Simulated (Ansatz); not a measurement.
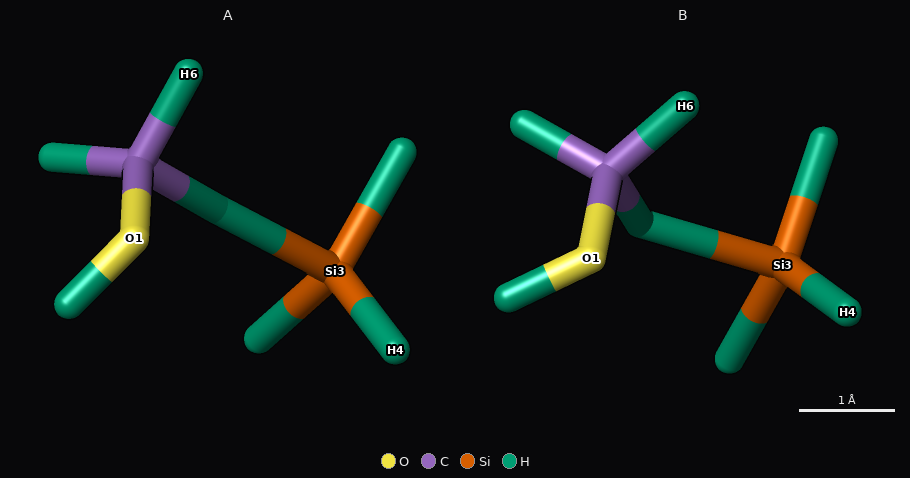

Two geometries of CH7OSi (charge +1), drawn at one scale. One is the start of a relaxation, the other its converged end. Style: stick. Shown from a free direction.

Computed with Ansatz, RKS PBE0-D4/def2-TZVP. (force threshold 0.005 eV/Å; at most 200 steps)

Which geometry has the lower energy?

Structure B is the relaxed one. It is one of the separated reactants of a reaction. An H atom moves most after the best rigid fit: 0.55 Å. By element the largest moves are H 0.55 Å, O 0.27 Å, C 0.19 Å, Si 0.13 Å. Among the contacts that change: C–H 1.316 → 1.250 Å, H–Si 1.493 → 1.474 Å, C–H 1.107 → 1.089 Å, H–O 0.982 → 0.966 Å. Among the angles between lasting bonds that change: C–H–Si 168.7° → 131.7°, H–C–H 97.3° → 106.0°, H–Si–H 99.5° → 94.0°. Over 18 accepted moves (20 points after the start) the energy falls by 0.067 eV. The largest force component goes from 0.59 to 0.004 eV/Å. The line search rejected the trial steps at points 7, 10 of the run.
